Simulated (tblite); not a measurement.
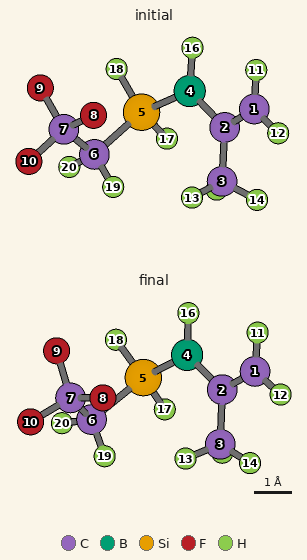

The structure of C5H10BF3Si before (top) and after (bottom) a relaxation, at one scale.

Style: ball-and-stick. Shown at a tilt.

Theory: GFN2-xTB geometry optimisation, gas phase in tblite. 

Summarise the run.

The energy falls by 39.9 kJ/mol in 112 geometry steps. The largest move after the best rigid fit is that of an F atom, 0.58 Å. By element the largest moves are F 0.58 Å, H 0.42 Å, C 0.21 Å, B 0.10 Å, Si 0.08 Å. Some distances before and after: C–Si 1.881 → 1.936 Å, C–F 1.392 → 1.346 Å, C–C 1.532 → 1.489 Å, B–C 1.580 → 1.549 Å. Bond angles that change, for instance: B–Si–H 108.9° → 117.5°, B–Si–H 109.7° → 117.2°, C–Si–H 108.5° → 101.0°.
